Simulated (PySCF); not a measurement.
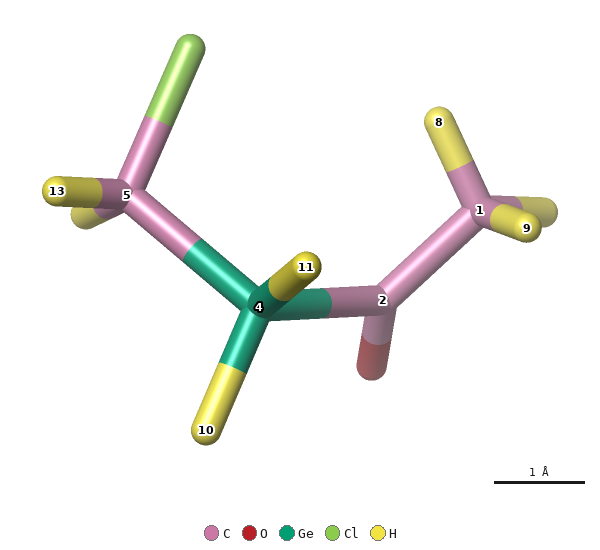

Fig. 1: The structure as given in the input (stick view, seen at a tilt; atoms are numbered from 1 in the order of the input). Sticks mark near contacts.

**Run report: C$_{3}$H$_{7}$ClGeO, excited-state calculation**

System: C$_{3}$H$_{7}$ClGeO.
Method: TDDFT PBE0/def2-SVPD, vertical, IEF-PCM dichloromethane (non-equilibrium linear response), core orbitals frozen in the response (PySCF 2.14.0).

The geometry comes from this level: GFN2-xTB. It belongs to a series of runs on one base structure; here: solvent dichloromethane; PBE0/def2-SVPD; 6 states.

**Input**
```
{"job": {"kind": "uv", "xc": "PBE0", "basis": "def2-SVPD", "solvent": "dichloromethane", "nstates": 6, "ntriplets": 0, "tda": false}, "charge": 0, "multiplicity": 1}
C     -1.939238     0.673338     0.068165
C     -1.169018    -0.542748    -0.322015
O     -1.595960    -1.664620    -0.286096
Ge     0.748624    -0.245403    -0.893503
C      1.912004    -0.373664     0.715644
Cl     1.392967     0.904295     1.838099
H     -2.957656     0.428121     0.361224
H     -1.417012     1.156420     0.894477
H     -1.941427     1.369543    -0.770058
H      1.195497    -1.302877    -1.869246
H      0.993628     1.121137    -1.485847
H      1.810799    -1.322891     1.236971
H      2.962403    -0.200163     0.494458
```

The first line tells a small driver script what to run in PySCF; the rest is the geometry in Å.

Launched with:
```bash
OMP_NUM_THREADS=1 python <driver script> task.json out
```

**Log**
```
coarse grid: 51760 points
cycle   1  E = -2729.6676631934  dE = -7.404e-02  |g| = 7.843e-01  |ddm| = 4.494e+00
cycle   2  E = -2729.3329363495  dE =  3.347e-01  |g| = 1.520e+00  |ddm| = 2.267e+00
cycle   3  E = -2729.7770959147  dE = -4.442e-01  |g| = 1.715e-01  |ddm| = 1.570e+00
cycle   4  E = -2729.7822141797  dE = -5.118e-03  |g| = 4.786e-02  |ddm| = 2.131e-01
cycle   5  E = -2729.7825809220  dE = -3.667e-04  |g| = 7.714e-03  |ddm| = 5.972e-02
cycle   6  E = -2729.7825934591  dE = -1.254e-05  |g| = 2.444e-03  |ddm| = 1.527e-02
cycle   7  E = -2729.7825945992  dE = -1.140e-06  |g| = 7.309e-04  |ddm| = 3.562e-03
final grid: 107224 points
cycle   8  E = -2729.7826383608  dE =  8.400e-08  |g| = 1.155e-03  |ddm| = 6.547e-03
cycle   9  E = -2729.7826377496  dE =  6.112e-07  |g| = 2.116e-03  |ddm| = 3.088e-03
cycle  10  E = -2729.7826386362  dE = -8.866e-07  |g| = 1.987e-04  |ddm| = 1.944e-03
cycle  11  E = -2729.7826386452  dE = -9.024e-09  |g| = 2.076e-05  |ddm| = 2.437e-04
cycle  12  E = -2729.7826386453  dE = -1.010e-10  |g| = 7.169e-06  |ddm| = 3.338e-05
```

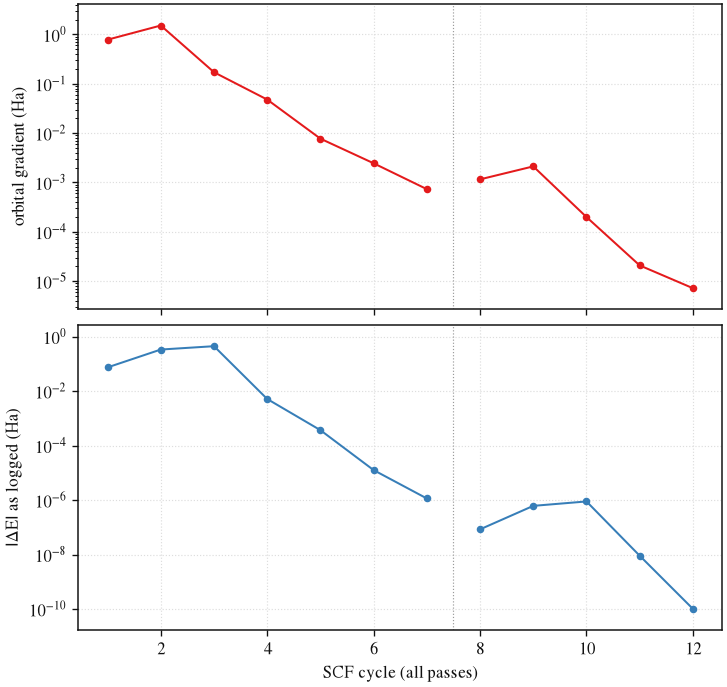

Fig. 2: Convergence of the self-consistent field: orbital gradient and size of the energy change against the SCF cycle. The dotted line marks the change from a coarse to the final integration grid. The first 7 cycles use a coarse grid, the final grid takes over at cycle 8, and the field converges after 12 cycles in all.

```
converged SCF energy = -2729.7826386453

Static polarisability (au): isotropic 110.188, principal 97.360 116.055 117.149

Singlet excitations
state   eV       nm        f      main configurations
  1   3.7237    333.0   0.00301   H->L 0.97
  2   5.8123    213.3   0.03175   H-1->L 0.96
  3   6.2973    196.9   0.01335   H->L+1 0.92
  4   6.4979    190.8   0.00090   H-2->L 0.98
  5   6.5199    190.2   0.04539   H->L+2 0.87, H->L+4 0.09
  6   6.8063    182.2   0.00772   H-1->L+1 0.45, H->L+3 0.43
```

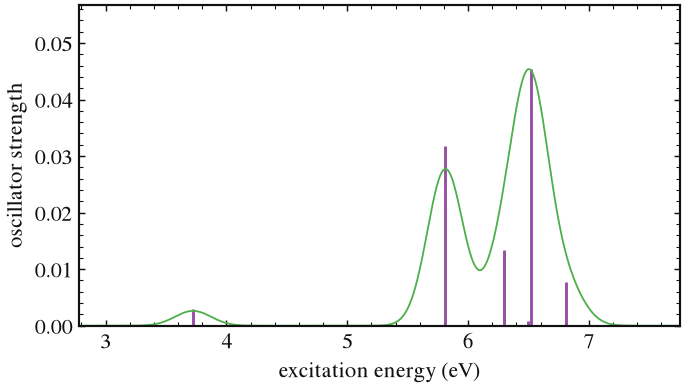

Fig. 3: Computed excitations as sticks (degenerate states added up, dark ones marked on the axis), with a Gaussian envelope of 0.35 eV full width at half maximum, scaled to the tallest. Of the 6 states the lowest lies at 3.72 eV (f = 0.003); the strongest line is at 6.52 eV, or 190 nm (f = 0.045).

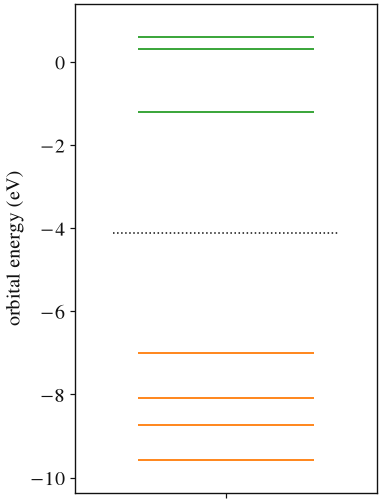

Fig. 4: Orbital energies near the frontier; the dotted line parts filled from empty levels, and levels within 0.02 eV of each other stand side by side. Highest filled −7.01 eV, lowest empty −1.20 eV, 5.81 eV apart.

**Results in brief**

- outcome: converged
- total energy: −2729.782639 hartree
- HOMO: −7.01 eV
- LUMO: −1.20 eV
- dipole moment: 2.32 D
- mean polarisability: 110.19 a.u.
- lowest excitation: 3.72 eV
- hardware: 1 CPU thread, shared host
- wall time: 22 s
- peak memory: 0.91 GiB

Settings chosen away from the usual ones: solvent dichloromethane; PBE0/def2-SVPD; 6 states. Spin–orbit coupling is left out, which matters for the heavy atoms.
